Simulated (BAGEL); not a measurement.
# BSiH4ClO (SMILES OB([SiH3])Cl) at B3LYP/6-31G(d) (density fitting with qzvpp-jkfit, spherical functions)

What is the energy change on altering one bond length of BSiH4ClO at B3LYP/6-31G* (density fitting with qzvpp-jkfit, spherical functions)? 

Program for the calculation: BAGEL 1.2.2.

1 further run of the same task is left out (set aside as unsound or not needed). Runs told in other sessions of the task aren't counted.

## (1) The structure to begin with

BSiH4ClO has 8 atoms, charge 0, and is taken as a singlet. SMILES: `OB([SiH3])Cl`. The coordinates come from a PBE0-D4/def2-TZVP relaxation. This is one conformer, not always the lowest.

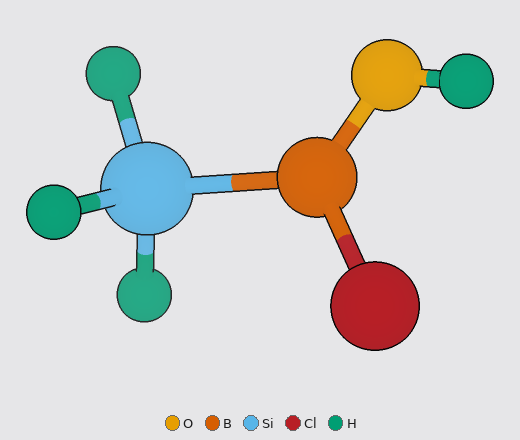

Viewed from a chosen angle; oxygen amber, boron orange, silicon blue, chlorine red, hydrogen teal.

## (2) The energy at B3LYP/6-31G(d) (density fitting with qzvpp-jkfit, spherical functions)

Contents of input.json:

```json
{ "bagel": [

{
  "title": "molecule",
  "basis": "6-31gs.json",
  "df_basis": "qzvpp-jkfit",
  "angstrom": true,
  "geometry": [
    { "atom": "O", "xyz": [      -0.463400,       1.550900,      -0.888000 ] },
    { "atom": "B", "xyz": [      -0.138100,       0.255300,      -0.750100 ] },
    { "atom": "Si", "xyz": [       0.266300,      -0.556200,       1.058400 ] },
    { "atom": "Cl", "xyz": [      -0.059100,      -0.776800,      -2.196400 ] },
    { "atom": "H", "xyz": [      -0.632500,       1.816900,      -1.799600 ] },
    { "atom": "H", "xyz": [       0.148700,       0.439400,       2.155900 ] },
    { "atom": "H", "xyz": [       1.647900,      -1.109100,       1.049100 ] },
    { "atom": "H", "xyz": [      -0.677900,      -1.677400,       1.315000 ] }
  ]
},

{ "title": "ks", "xc_func": "b3lyp" },

{ "title": "print", "file": "orbitals.molden", "orbitals": true }

]}
```

The basis set 6-31G* is read from a file made from the Basis Set Exchange's data (not shown).

Command:

```
$ BAGEL_NUM_THREADS=1 BAGEL input.json > input.out
```

Output:

```text
* using 1 threads per process

  ===============================================================
  ===============================================================

  *** Geometry ***

  { "atom" : "O", "xyz" : [     -0.875699,      2.930776,     -1.678077 ] },
  { "atom" : "B", "xyz" : [     -0.260971,      0.482447,     -1.417484 ] },
  { "atom" : "Si", "xyz" : [      0.503234,     -1.051066,      2.000086 ] },
  { "atom" : "Cl", "xyz" : [     -0.111683,     -1.467939,     -4.150594 ] },
  { "atom" : "H", "xyz" : [     -1.195252,      3.433443,     -3.400751 ] },
  { "atom" : "H", "xyz" : [      0.281002,      0.830346,      4.074061 ] },
  { "atom" : "H", "xyz" : [      3.114080,     -2.095895,      1.982512 ] },
  { "atom" : "H", "xyz" : [     -1.281045,     -3.169827,      2.484990 ] },

  Number of auxiliary basis functions:      480

  Since a DF basis is specified, we compute 2- and 3-index integrals:
    o Being stored without compression. Storage requirement is 0.020 GB

  Number of basis functions:       72
  Number of electrons      :       48

    * METHOD: MOLECULE                             0.24

  *** Kohn-Sham DFT ***

    * Removing 14374 points whose weight is below 1.00e-10
    * Grid points: 104874

  === Nuclear Repulsion ===
   184.5032016099

       - DIIS with orbital gradients will be used.

  === KS iteration (b3lyp / 6-31gs.json) ===
      0       -816.04229837          0.17844569           0.36
      1       -779.28392086          0.11935783           0.34
      2       -699.68168030          0.16642012           0.34
      3       -835.24775715          0.12084648           0.36
      4       -833.86786182          0.12188233           0.33
      5       -836.93378116          0.11567589           0.34
      6       -836.67849567          0.11633317           0.33
      7       -782.77516613          0.12129097           0.32
      8       -841.15553270          0.08784557           0.33
      9       -841.05415484          0.09846116           0.33
     10       -847.94779774          0.08877496           0.33
     11       -846.17691129          0.09560001           0.33
     12       -850.65154451          0.05625471           0.33
     13       -837.68259413          0.12194385           0.34
     14       -852.12890375          0.01469814           0.34
     15       -852.20546563          0.00937009           0.33
     16       -852.24135708          0.00258547           0.33
     17       -852.24366694          0.00067658           0.35
     18       -852.24393063          0.00011999           0.34
     19       -852.24393823          0.00004052           0.34
     20       -852.24393872          0.00002095           0.35
     21       -852.24393899          0.00000366           0.35
     22       -852.24393900          0.00000063           0.33
     23       -852.24393900          0.00000031           0.34
     24       -852.24393900          0.00000005           0.33
     25       -852.24393900          0.00000001           0.34
     26       -852.24393900          0.00000001           0.34
    * SCF iteration converged.

    * Permanent dipole moment:
           (    0.155524,    -0.490432,     0.328734) a.u.

    * METHOD: KS                                   9.64

    * METHOD: PRINT                                0.01

  ===============================================================
```

Wall time 10 s (1 thread of Arm Neoverse V1, shared host); peak memory 0.39 GiB.

## (3) The distorted shape at the same level

Contents of calc.json:

```json
{ "bagel" : [

{
  "title" : "molecule",
  "basis" : "6-31gs.json",
  "df_basis" : "qzvpp-jkfit",
  "angstrom" : true,
  "geometry" : [
    { "atom" : "O", "xyz" : [   -0.665604,    1.956658,   -1.792268 ] },
    { "atom" : "B", "xyz" : [   -0.340304,    0.661058,   -1.654368 ] },
    { "atom" : "Si", "xyz" : [    0.266300,   -0.556200,    1.058400 ] },
    { "atom" : "Cl", "xyz" : [   -0.261304,   -0.371042,   -3.100668 ] },
    { "atom" : "H", "xyz" : [   -0.834704,    2.222658,   -2.703868 ] },
    { "atom" : "H", "xyz" : [    0.148700,    0.439400,    2.155900 ] },
    { "atom" : "H", "xyz" : [    1.647900,   -1.109100,    1.049100 ] },
    { "atom" : "H", "xyz" : [   -0.677900,   -1.677400,    1.315000 ] }
  ]
},
{
  "title" : "ks",
  "xc_func" : "b3lyp"
},
{
  "title" : "print",
  "file" : "orbitals.molden",
  "orbitals" : true
}

]}
```

The basis set 6-31G* is read from a file made from the Basis Set Exchange's data (not shown).

Command:

```
$ BAGEL_NUM_THREADS=1 BAGEL calc.json > calc.out
```

Output:

```text
* using 1 threads per process

  ===============================================================
  ===============================================================

  *** Geometry ***

  { "atom" : "O", "xyz" : [     -1.257809,      3.697548,     -3.386896 ] },
  { "atom" : "B", "xyz" : [     -0.643081,      1.249219,     -3.126302 ] },
  { "atom" : "Si", "xyz" : [      0.503234,     -1.051066,      2.000086 ] },
  { "atom" : "Cl", "xyz" : [     -0.493793,     -0.701168,     -5.859413 ] },
  { "atom" : "H", "xyz" : [     -1.577362,      4.200215,     -5.109570 ] },
  { "atom" : "H", "xyz" : [      0.281002,      0.830346,      4.074061 ] },
  { "atom" : "H", "xyz" : [      3.114080,     -2.095895,      1.982512 ] },
  { "atom" : "H", "xyz" : [     -1.281045,     -3.169827,      2.484990 ] },

  Number of auxiliary basis functions:      480

  Since a DF basis is specified, we compute 2- and 3-index integrals:
    o Being stored without compression. Storage requirement is 0.020 GB

  Number of basis functions:       72
  Number of electrons      :       48

    * METHOD: MOLECULE                             0.24

  *** Kohn-Sham DFT ***

    * Removing 12996 points whose weight is below 1.00e-10
    * Grid points: 106252

  === Nuclear Repulsion ===
   162.0065384031

       - DIIS with orbital gradients will be used.

  === KS iteration (b3lyp / 6-31gs.json) ===
      0       -800.48323918          0.14112110           0.36
      1       -651.75996673          0.15663833           0.34
      2       -682.73400192          0.13135732           0.34
      3       -837.01915922          0.08887577           0.34
      4       -851.18002390          0.04140445           0.33
      5       -836.99712857          0.07511791           0.33
      6       -851.07480803          0.03495411           0.33
      7       -851.51218843          0.02383287           0.34
      8       -851.89532011          0.02020355           0.34
      9       -852.14699741          0.00386481           0.34
     10       -852.15904926          0.00189513           0.35
     11       -852.16055289          0.00061878           0.33
     12       -852.16075877          0.00009383           0.33
     13       -852.16076653          0.00002722           0.33
     14       -852.16076683          0.00001030           0.33
     15       -852.16076686          0.00000559           0.34
     16       -852.16076688          0.00000064           0.33
     17       -852.16076688          0.00000017           0.33
     18       -852.16076688          0.00000004           0.34
     19       -852.16076688          0.00000002           0.33
     20       -852.16076688          0.00000000           0.34
    * SCF iteration converged.

    * Permanent dipole moment:
           (    0.151738,    -0.452530,     0.375033) a.u.

    * METHOD: KS                                   7.60

    * METHOD: PRINT                                0.01

  ===============================================================
```

It took 8.1 s on 1 thread of Arm Neoverse V1, shared host; peak memory 0.39 GiB.

## (4) Summary of results

At B3LYP/6-31G* (density fitting with qzvpp-jkfit, spherical functions):

| quantity | value |
| --- | --- |
| first shape: total energy | -852.24394 Eh |
| first shape: dipole moment | 1.55 D |
| first shape: HOMO energy | -8.08 eV |
| first shape: LUMO energy | -0.95 eV |
| first shape: HOMO–LUMO gap | 7.13 eV |
| distorted shape: total energy | -852.16077 Eh |
| distorted shape: dipole moment | 1.54 D |
| distorted shape: HOMO energy | -6.43 eV |
| distorted shape: LUMO energy | -1.79 eV |
| distorted shape: HOMO–LUMO gap | 4.64 eV |
| energy change with the B2–Si3 bond stretched from 2.023 to 3.035 Å | 2.263 eV |

**Reading.** With the B2–Si3 bond stretched from 2.023 to 3.035 Å the energy rises by 2.26 eV (218 kJ/mol). The first shape isn't relaxed at this level, so the change isn't measured from a minimum.
